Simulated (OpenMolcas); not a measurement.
# SnTe (SMILES [Sn][Te]) at MN15/def2-TZVPP (core potential)

What is the vertical ionisation energy of SnTe at MN15/def2-TZVPP (core potential)? 

The results are computed with OpenMolcas 26.06.

### 1 The molecule

SnTe has 2 atoms, charge 0, and is taken as a singlet. SMILES: `[Sn][Te]`. The shape is that of a PBE0-D4/def2-TZVP optimisation.

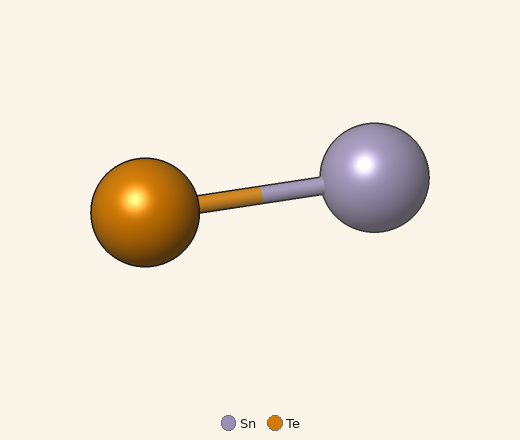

The structure, seen from a chosen angle (tin purple, tellurium orange).

### 2 The energy at MN15/def2-TZVPP (core potential)

input.xyz reads:

```xyz
2

Sn     0.000000     0.000000     0.009440
Te     0.000000     0.000000     2.527330
```

job.inp reads:

```
&GATEWAY
 BasLib=$CurrDir
 Coord=input.xyz
 Basis=def2-TZVPP
 Group=NoSym

&SEWARD

&SCF
 KSDFT=2
 1.0 HYB_MGGA_X_MN15
 1.0 MGGA_C_MN15
 PrOrbitals=1 1
```

The basis set def2-TZVPP is read from a file made from the Basis Set Exchange's data (not shown).

The run is started by

```bash
$ export MOLCAS_MEM=1860
$ pymolcas job.inp > job.log
```

Log:

```text
--- Start Module: gateway ---
[...]
--- Stop Module: gateway /rc=_RC_ALL_IS_WELL_ ---
--- Start Module: seward ---
[...]
      Basis functions          100
--- Stop Module: seward /rc=_RC_ALL_IS_WELL_ ---
[...]
--- Start Module: scf ---
[...]
       Convergence after  13 Iterations
[...]
::    Total KS-DFT energy                            -481.2933019144
[...]
      Total spin, S                                     0.0000000000
[...]
      Total electronic charge=   46.000000
      Total            charge=   -0.000000
[...]
      Dipole Moment (debye):
      Origin of the operator (angstrom)=    0.0000    0.0000    1.3188
                   X=  1.6820E-15               Y=  7.2726E-16               Z= -2.4981E+00           Total=  2.4981E+00
      Quadrupole Moment (debye*angstrom):
[...]
--- Stop Module: scf /rc=_RC_ALL_IS_WELL_ ---
[...]
```

Run time: 8.1 s. Hardware: 1 thread of Arm Neoverse V2, shared host; peak memory 0.56 GiB.

### 3 The doublet cation at the same level

input.xyz is that of step 2.

job.inp reads:

```
* SnTe Kohn-Sham DFT

&GATEWAY
  BasLib=$CurrDir
  Coord=input.xyz
  Basis=def2-TZVPP
  Group=NoSym

&SEWARD

&SCF
  UHF
  Charge=1
  Spin=2
  KSDFT=2
  1.0 HYB_MGGA_X_MN15
  1.0 MGGA_C_MN15
  PrOrbitals=1 1
```

The basis set def2-TZVPP is read from a file made from the Basis Set Exchange's data (not shown).

The run is started by

```bash
$ export MOLCAS_MEM=1860
$ pymolcas job.inp > job.log
```

Log:

```text
--- Start Module: gateway ---
[...]
--- Stop Module: gateway /rc=_RC_ALL_IS_WELL_ ---
--- Start Module: seward ---
[...]
      Basis functions          100
--- Stop Module: seward /rc=_RC_ALL_IS_WELL_ ---
[...]
--- Start Module: scf ---
[...]
       Convergence after  24 Iterations
[...]
::    Total KS-DFT energy                            -480.9803042643
[...]
      Total spin, S                                     0.5036452010
[...]
      Total electronic charge=   45.000000
      Total            charge=    1.000000
[...]
      Dipole Moment (debye):
      Origin of the operator (angstrom)=    0.0000    0.0000    1.3188
                   X=  5.9391E-15               Y= -2.8202E-15               Z= -2.2074E+00           Total=  2.2074E+00
      Center of Charge (angstrom)
[...]
--- Stop Module: scf /rc=_RC_ALL_IS_WELL_ ---
[...]
```

Run time: 17 s. Hardware: 1 thread of Arm Neoverse V2, shared host; peak memory 0.56 GiB.

### 4 Summary of results

At MN15/def2-TZVPP (core potential):

| quantity | value |
| --- | --- |
| singlet SnTe: total energy | -481.29330 Eh |
| singlet SnTe: dipole moment | 2.50 D |
| singlet SnTe: HOMO energy | -7.17 eV |
| singlet SnTe: LUMO energy | -2.30 eV |
| singlet SnTe: HOMO–LUMO gap | 4.87 eV |
| doublet cation: total energy | -480.98030 Eh |
| doublet cation: HOMO energy (highest over α and β) | -12.92 eV |
| doublet cation: LUMO energy (lowest over α and β) | -9.85 eV |
| doublet cation: ⟨S²⟩ | 0.757 |
| vertical ionisation energy (to the doublet cation) | 8.517 eV |

**Reading.** This program's gradients are faulty for this kind of reference, so any forces in the log (doublet cation) can't be trusted; the energy can. Removing an electron at fixed nuclei costs 8.52 eV (196 kcal/mol). −ε(HOMO) before ionisation, 7.17 eV, is 1.35 eV below this ionisation energy.
